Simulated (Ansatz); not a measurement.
# SiGeH4 (triplet): correlated methods under varied settings at distance Ge1–H5 along a hydrogen transfer = 1.848 Å

Aim: run SiGeH4 (triplet) at one geometry under a spread of methods and options, and see what each costs and gives.

The runs use Ansatz 0.2.0, Gaussian basis; the settings change from run to run.

9 further runs of the same task are left out: 7 that didn't finish, 2 set aside as unsound or not needed.

### Step 1. The geometry

The geometry derives from fragments relaxed apart (PBE0/def2-TZVP) and kept rigid, so it is no stationary point. A hydrogen atom is moved between rigid fragments. No spin-orbit coupling is included. The filled d shell of Ge may be among the frozen orbitals whatever the setting's name suggests; the logs give the count.

6 atoms, charge 0, spin multiplicity 3.

Atoms are counted from 1 here; the program's logs count them from 0.

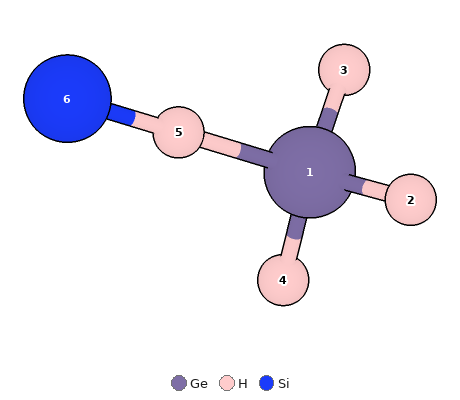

The geometry (germanium purple, hydrogen pink, silicon blue); atoms are numbered from 1 in the order of the file.

### Step 2. BCCD on UHF/cc-pVDZ

The input, in.yaml:

```yaml
crystal:
  periodic: [false, false, false]
  atoms:
    - {symbol: Ge, position_ang: [-0.918046, 0.000000, 0.000000]}
    - {symbol: H, position_ang: [-1.429496, 1.446599, 0.000000]}
    - {symbol: H, position_ang: [-1.429495, -0.723300, 1.252792]}
    - {symbol: H, position_ang: [-1.429496, -0.723299, -1.252792]}
    - {symbol: H, position_ang: [0.929954, 0.000000, 0.000000]}
    - {symbol: Si, position_ang: [2.494954, 0.000000, 0.000000]}
basis:
  gaussian: {orbitals: cc-pVDZ}
magnetization: {spin_polarized: true, initial_magnetization: 2}
correlation: {method: bccd, electrons: outside_noble_gas}
scf: {lower_state_search: off}
```

Launch:

```console
> ansatz run in.yaml --threads 1 --pin off --events-out ev --progress --plain --max-ram 2393MiB
```

The program printed, cut to the lines that bear on the results:

```text
Functional definition: HF
  name "HF"
  cite "Fock, Z. Phys. 61, 126 (1930) doi:10.1007/BF01340294"
  parent pbe
[...]
684 factors; integrals over basis functions are off by at most 1.3e-3 eV
[...]
mean field -64394.65224362 eV, -2366.4598216902 hartree, gradient 2.6e-6 eV, S^2 2.026118; 0 other end points of the search recorded, 0 dependent functions left out
19 core orbitals not correlated: weight in the atoms' cores, before any rotation towards them, 1.000 or more for the frozen orbitals, at most 0.000 for the correlated occupied ones
reference -64394.65224362 eV, -2366.4598216902 hartree; 7, 5 occupied and 39, 41 virtual orbitals, 684 factors
second order -4.65004750 eV of doubles, -0.00000000 eV of singles
cycle   1  -5.56599517 eV  change   -9.2e-1 eV  update   8.2e-2
[...]
cycle  12  -5.91780892 eV  change   -6.1e-6 eV  update   1.4e-5
Total energy: -64400.57005254 eV, -2366.6772971566 hartree
Checks for a lower state left out: stability, starts, cluster_reference, orbital_swaps, neighbouring_geometries, increment
```

Run time: 0.96 s. Hardware: 1 thread of AMD EPYC 9R05, shared host.

From the report: ⟨S²⟩ of the determinant 2.026 (pure triplet: 2.00); correlation -5.9178 eV; largest double amplitude 0.10.

### Step 3. CCSD/cc-pVDZ

in.yaml: that of step 2 with these lines changed.

```diff
@@ -11,4 +11,5 @@
   gaussian: {orbitals: cc-pVDZ}
-magnetization: {spin_polarized: true, initial_magnetization: 2}
-correlation: {method: bccd, electrons: outside_noble_gas}
+magnetization: {spin_polarized: false, initial_magnetization: 2}
+hamiltonian: {xc: {name: r2SCAN}}
+correlation: {method: ccsd, electrons: valence}
 scf: {lower_state_search: off}
```

The command is unchanged.

The program printed, cut to the lines that bear on the results:

```text
Functional definition: r2SCAN
  name "r2SCAN"
  cite "Furness, Kaplan, Ning, Perdew & Sun, J. Phys. Chem. Lett. 11, 8208 (2020) doi:10.1021/acs.jpclett.0c02405"
  cite "Furness, Kaplan, Ning, Perdew & Sun, J. Phys. Chem. Lett. 11, 9248 (2020) doi:10.1021/acs.jpclett.0c03077"
  parent r2scan
[...]
684 factors; integrals over basis functions are off by at most 1.3e-3 eV
[...]
mean field -64454.72008444 eV, -2368.6672741246 hartree, gradient 1.3e-6 eV, S^2 2.000000; 0 other end points of the search recorded, 0 dependent functions left out
14 core orbitals not correlated: weight in the atoms' cores, before any rotation towards them, 1.000 or more for the frozen orbitals, at most 0.000 for the correlated occupied ones
reference -64393.83677664 eV, -2366.4298538314 hartree; 12, 10 occupied and 39, 41 virtual orbitals, 684 factors
second order -5.69553314 eV of doubles, -0.57357068 eV of singles
cycle   1  -6.85756021 eV  change   -6.0e-1 eV  update   7.8e-2
[...]
cycle  11  -7.20382361 eV  change   -4.4e-6 eV  update   1.4e-5
Total energy: -64401.04060025 eV, -2366.6945894660 hartree
Checks for a lower state left out: stability, starts, cluster_reference, orbital_swaps, neighbouring_geometries, increment
```

Wall time 2 s (1 thread of AMD EPYC 9R05, shared host).

From the report: correlation -7.2038 eV; T1 0.022; largest double amplitude 0.10. The orbitals are Kohn-Sham ones, so correlation energy and T1 don't compare with those on Hartree-Fock orbitals.

### Step 4. MP2 on UHF/cc-pVDZ

in.yaml: that of step 3 with these lines changed.

```diff
@@ -11,5 +11,6 @@
   gaussian: {orbitals: cc-pVDZ}
-magnetization: {spin_polarized: false, initial_magnetization: 2}
-hamiltonian: {xc: {name: r2SCAN}}
-correlation: {method: ccsd, electrons: valence}
-scf: {lower_state_search: off}
+magnetization: {spin_polarized: true, initial_magnetization: 2}
+hamiltonian: {pseudopotentials: {relativity: scalar}}
+correlation: {method: mp2, electrons: outside_noble_gas}
+scf: {lower_state_search: full}
+output: {forces: true}
```

The command is unchanged.

The program printed, cut to the lines that bear on the results:

```text
Functional definition: HF
  name "HF"
  cite "Fock, Z. Phys. 61, 126 (1930) doi:10.1007/BF01340294"
  parent pbe
[...]
684 factors; integrals over basis functions are off by at most 1.3e-3 eV
[...]
mean field -64875.10914399 eV, -2384.1162871132 hartree, gradient 5.4e-6 eV, S^2 2.025946; 12 other end points of the search recorded, 0 dependent functions left out
19 core orbitals not correlated: weight in the atoms' cores, before any rotation towards them, 1.000 or more for the frozen orbitals, at most 0.000 for the correlated occupied ones
reference -64875.10914399 eV, -2384.1162871132 hartree; 7, 5 occupied and 39, 41 virtual orbitals, 684 factors
second order -4.66696123 eV of doubles, -0.00000000 eV of singles
[...]
Total energy: -64879.77610522 eV, -2384.2877947752 hartree
Relativity: scalar
Atom 0 at    -0.918046     0.000000     0.000000 Å, force     1.077534    -0.000003     0.000000 eV/Å
Atom 1 at    -1.429496     1.446599     0.000000 Å, force     0.334781    -0.010872    -0.000000 eV/Å
Atom 2 at    -1.429495    -0.723300     1.252792 Å, force     0.334781     0.005438    -0.009420 eV/Å
Atom 3 at    -1.429496    -0.723299    -1.252792 Å, force     0.334781     0.005438     0.009420 eV/Å
Atom 4 at     0.929954     0.000000     0.000000 Å, force    -3.843107     0.000000    -0.000000 eV/Å
Atom 5 at     2.494954     0.000000     0.000000 Å, force     1.761230     0.000000    -0.000000 eV/Å
Dipole moment:    -0.759070    -0.000000     0.000000 e Å
```

Wall time 3.6 s (1 thread of AMD EPYC 9R05, shared host).

From the report: ⟨S²⟩ of the determinant 2.026 (pure triplet: 2.00).

### Step 5. CCSD(T) on ROHF/cc-pVDZ

in.yaml: that of step 4 with these lines changed.

```diff
@@ -11,6 +11,5 @@
   gaussian: {orbitals: cc-pVDZ}
-magnetization: {spin_polarized: true, initial_magnetization: 2}
-hamiltonian: {pseudopotentials: {relativity: scalar}}
-correlation: {method: mp2, electrons: outside_noble_gas}
-scf: {lower_state_search: full}
+magnetization: {spin_polarized: false, initial_magnetization: 2}
+correlation: {method: ccsd_t, electrons: outside_noble_gas}
+scf: {lower_state_search: light}
 output: {forces: true}
```

Launched as before.

The program printed, cut to the lines that bear on the results:

```text
Functional definition: HF
  name "HF"
  cite "Fock, Z. Phys. 61, 126 (1930) doi:10.1007/BF01340294"
  parent pbe
[...]
684 factors; integrals over basis functions are off by at most 1.3e-3 eV
[...]
mean field -64394.50632954 eV, -2366.4544594466 hartree, gradient 1.7e-6 eV, S^2 2.000000; 10 other end points of the search recorded, 0 dependent functions left out
[...]
determinant -64394.50632954 eV, -2366.4544594466 hartree, with singles and doubles -64400.57339277 eV, -2366.6774199079 hartree
determinant -64393.76608108 eV, -2366.4272558175 hartree, with singles and doubles -64399.91501554 eV, -2366.6532249908 hartree
determinant -64393.76607485 eV, -2366.4272555884 hartree, with singles and doubles -64399.91471548 eV, -2366.6532139638 hartree
determinant -64393.76606226 eV, -2366.4272551258 hartree, with singles and doubles -64399.91848019 eV, -2366.6533523142 hartree
[...]
second order -4.72075459 eV of doubles, -0.07974238 eV of singles
cycle   1  -6.06683970 eV  change    2.2e-4 eV  update   7.1e-4
[...]
cycle  10  -6.06683602 eV  change   -6.6e-7 eV  update   2.4e-7
perturbative correction -0.15909528 eV, -0.0058466435 hartree
[...]
Total energy: -64400.73226083 eV, -2366.6832582014 hartree
Atom 0 at    -0.918046     0.000000     0.000000 Å, force     1.219964    -0.000004    -0.000000 eV/Å
Atom 1 at    -1.429496     1.446599     0.000000 Å, force     0.255509     0.177345    -0.000000 eV/Å
Atom 2 at    -1.429495    -0.723300     1.252792 Å, force     0.255509    -0.088671     0.153580 eV/Å
Atom 3 at    -1.429496    -0.723299    -1.252792 Å, force     0.255509    -0.088671    -0.153580 eV/Å
Atom 4 at     0.929954     0.000000     0.000000 Å, force    -3.756159     0.000000     0.000000 eV/Å
Atom 5 at     2.494954     0.000000     0.000000 Å, force     1.769667     0.000000     0.000000 eV/Å
Dipole moment:    -0.766821    -0.000000     0.000000 e Å
```

Run time: 7 s. Hardware: 1 thread of AMD EPYC 9R05, shared host.

From the report: correlation -6.2259 eV; T1 0.023; largest double amplitude 0.10.

### Step 6. The runs in one table

Where basis and cores are those of an earlier UCCSDT(Q)/cc-pVDZ run (-64400.7791 eV), and the state is the same kind, the miss against it is given.

```
                              level         correlated  functions  energy (eV)  from UCCSDT(Q) (meV)    time
                BCCD on UHF/cc-pVDZ  outside noble gas         65  -64400.5701                 209.1  0.96 s
  CCSD/cc-pVDZ (on r2SCAN orbitals)            valence         65  -64401.0406                           2 s
MP2 on UHF/cc-pVDZ (relativity set)  outside noble gas         65  -64879.7761                         3.6 s
            CCSD(T) on ROHF/cc-pVDZ  outside noble gas         65  -64400.7323                  46.8     7 s
```

### Step 7. What came out

| quantity | value |
| --- | --- |
| runs | 4 |
| quickest | BCCD on UHF/cc-pVDZ, 0.96 s |
| slowest | CCSD(T) on ROHF/cc-pVDZ, 7 s |

**Reading.** Total energies in different bases, with other cores or another treatment of relativity can't be set against each other. CCSD(T) on ROHF/cc-pVDZ took 7 times as long as BCCD on UHF/cc-pVDZ; the jobs differ in more than the method. Among the correlated runs with a miss given, it spans +47 to +209 meV.
